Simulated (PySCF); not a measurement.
# Core-level calculation, with input and output: C₄H₁₄Si₃

System: C₄H₁₄Si₃.
Method: delta-SCF UKS SCAN, pcX-2 on the ionised atom, pcseg-1 elsewhere, spin-free X2C (PySCF 2.14.0).

It belongs to a series of runs on one base structure; here: H on Si replaced by cBu. Figures and captions count atoms from 1; the log counts them from 0 in places.

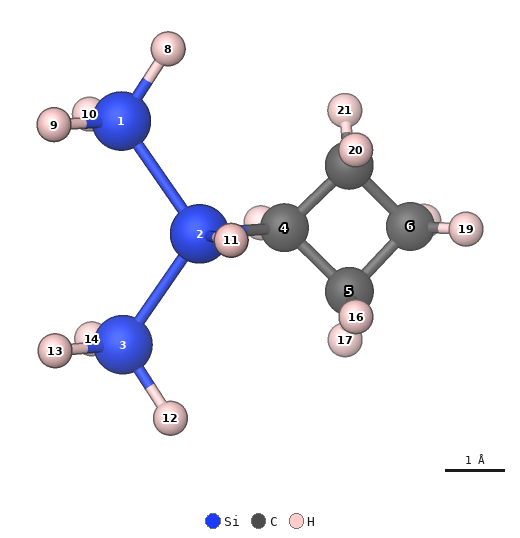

The structure (ball-and-stick view, seen at a tilt; atoms are numbered from 1 in the order of the input).

Key numbers

```tsv
quantity	value
outcome	converged
hardware	1 CPU thread, shared host
wall time	3.7 min
peak memory	0.69 GiB
```

The input
```
{"job": {"kind": "xps"}, "charge": 0, "multiplicity": 1}
Si     2.429659     2.402946     0.005857
Si     1.243751     0.523867    -0.745819
Si     2.595295    -1.381235    -0.540289
C     -0.344965     0.304323     0.257093
C     -1.371077    -0.775478    -0.173830
C     -2.499667     0.207858     0.188305
C     -1.476239     1.357139     0.131749
H      1.600921     3.644368    -0.110313
H      3.688459     2.597605    -0.779049
H      2.795706     2.218342     1.446140
H      0.886394     0.719153    -2.191074
H      1.881074    -2.604666    -1.024527
H      3.863657    -1.231448    -1.319669
H      2.948400    -1.585872     0.900521
H     -0.077255     0.165236     1.318491
H     -1.332053    -0.970593    -1.257994
H     -1.336325    -1.743026     0.349321
H     -2.864154     0.042852     1.214010
H     -3.369113     0.261326    -0.484510
H     -1.470971     1.850721    -0.853821
H     -1.527626     2.138286     0.905202
```

The first line tells a small driver script what to run in PySCF; the rest is the geometry in Å.

Launch command:
```bash
OMP_NUM_THREADS=1 python <driver script> task.json out
```

Output
```
ground state, core basis on atom 0 (Si), 222 functions
  cycle   1  E = -1030.89057697  |g| = 4.60e-01
  cycle   2  E = -1030.80322226  |g| = 7.20e-01
  cycle   3  E = -1030.95064420  |g| = 6.77e-02
  cycle   4  E = -1030.95180229  |g| = 2.80e-02
  cycle   5  E = -1030.95200062  |g| = 1.15e-02
  cycle   6  E = -1030.95203446  |g| = 1.75e-03
  cycle   7  E = -1030.95203360  |g| = 5.98e-04
  cycle   8  E = -1030.95203370  |g| = 1.20e-04
  E(ground) = -1031.01477341 Eh
hole in Si 1s of atom 0
  cycle   1  E = -962.03242111  |g| = 4.35e+00
  cycle   2  E = -961.54167377  |g| = 2.32e+00
[... 8 cycles left out ...]
  E(ion) = -963.17826856 Eh   <S^2> = 0.7525   hole on atom = 1.000   binding energy = 1845.925 eV
hole in Si 2p of atom 0
[... 9 cycles left out ...]
  E(ion) = -1027.10384152 Eh   <S^2> = 0.7529   hole on atom = 1.002   binding energy = 106.422 eV
  2p3/2 = 106.222 eV   2p1/2 = 106.845 eV
ground state, core basis on atom 1 (Si), 222 functions
[... 6 cycles left out ...]
  E(ground) = -1031.01592115 Eh
hole in Si 1s of atom 1
[... 10 cycles left out ...]
  E(ion) = -963.19696071 Eh   <S^2> = 0.7526   hole on atom = 1.000   binding energy = 1845.448 eV
hole in Si 2p of atom 1
[... 9 cycles left out ...]
  E(ion) = -1027.12252840 Eh   <S^2> = 0.7525   hole on atom = 1.002   binding energy = 105.945 eV
  2p3/2 = 105.744 eV   2p1/2 = 106.367 eV
ground state, core basis on atom 3 (C), 211 functions
[... 6 cycles left out ...]
  E(ground) = -1030.96691401 Eh
hole in C 1s of atom 3
[... 10 cycles left out ...]
  E(ion) = -1020.31261843 Eh   <S^2> = 0.7727   hole on atom = 1.000   binding energy = 289.918 eV
ground state, core basis on atom 4 (C), 211 functions
[... 5 cycles left out ...]
  E(ground) = -1030.96641367 Eh
hole in C 1s of atom 4
[... 11 cycles left out ...]
  E(ion) = -1020.29600399 Eh   <S^2> = 0.7721   hole on atom = 1.000   binding energy = 290.357 eV
ground state, core basis on atom 5 (C), 211 functions
[... 5 cycles left out ...]
  E(ground) = -1030.96673654 Eh
hole in C 1s of atom 5
[... 1 cycle left out ...]
  cycle   2  E = -1018.36356829  |g| = 2.12e+00
  cycle   3  E = -1020.10873240  |g| = 3.98e-01
  cycle   4  E = -1020.16554897  |g| = 2.06e-01
  cycle   5  E = -1020.18868396  |g| = 6.64e-02
  cycle   6  E = -1020.19054087  |g| = 1.29e-02
  cycle   7  E = -1020.19062283  |g| = 8.47e-03
  cycle   8  E = -1020.19067480  |g| = 2.69e-03
  cycle   9  E = -1020.19068147  |g| = 1.53e-03
  cycle  10  E = -1020.19068459  |g| = 5.98e-04
  cycle  11  E = -1020.19068454  |g| = 1.30e-04
  E(ion) = -1020.29399625 Eh   <S^2> = 0.7713   hole on atom = 1.000   binding energy = 290.420 eV
```

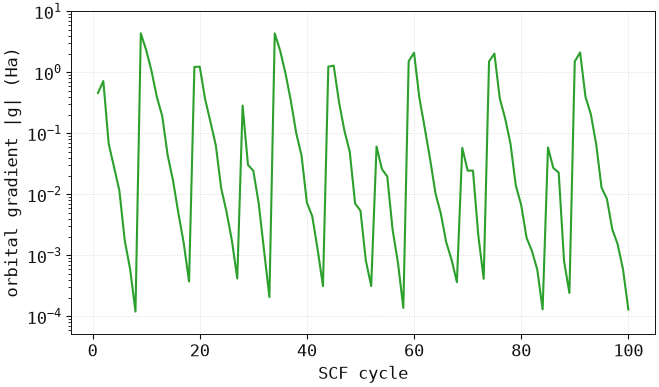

Convergence of the self-consistent field: orbital gradient |g| against the SCF cycle. All cycles printed in the log are drawn one after another.

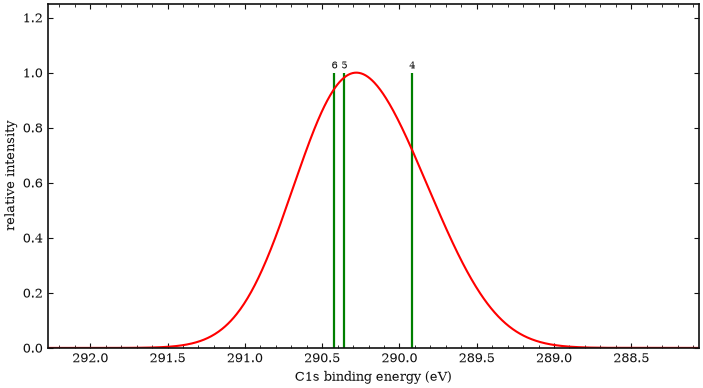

C1s binding energies by ΔSCF of the atoms computed, labelled by atom number, with a Gaussian envelope of 0.8 eV full width. They run from 289.92 eV (atom 4) to 290.42 eV (atom 6).
